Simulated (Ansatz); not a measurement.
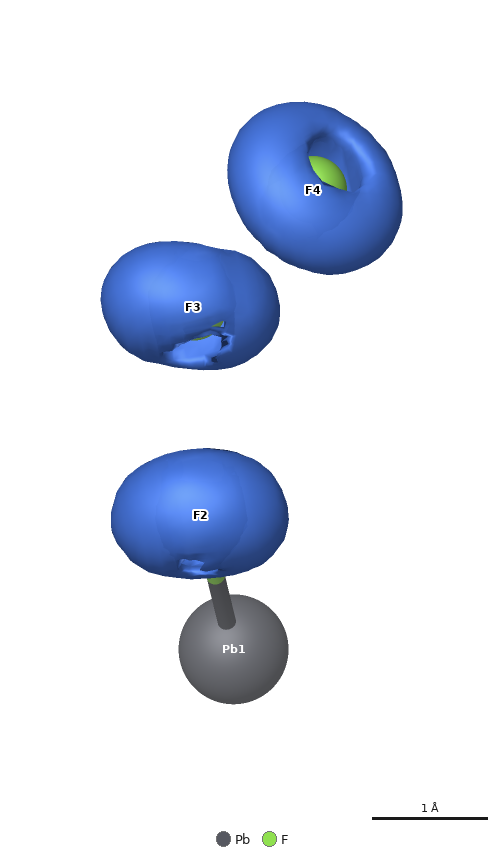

FPb···F···F (charge −1, quintet). Isosurface of the ELF at 0.8 (blue), seen at an oblique angle. Only the valence region is drawn (cores and ρ < 0.01 e/Å³ removed).

Geometry: r2SCAN-D4/def2-TZVPD; core potentials replace the inner electrons of Pb.

The calculation used Ansatz, UKS PBE0-D4/def2-TZVPD.

```xyz
4

Pb   -0.4210    2.2211   -1.1029
F    -0.4825   -0.0929   -0.9310
F    -0.1588   -0.3001    0.9704
F     1.0623   -1.8280    1.0636
```

> Describe the localisation domains.

At this value the surface marks out three regions wrapped around F (the valence shell of each). Profiles from the grid: F2···F3 (1.94 Å): the ELF dips to about 0.15 between them. Pb–F (2.32 Å): the ELF is about 0.10 at the midpoint.
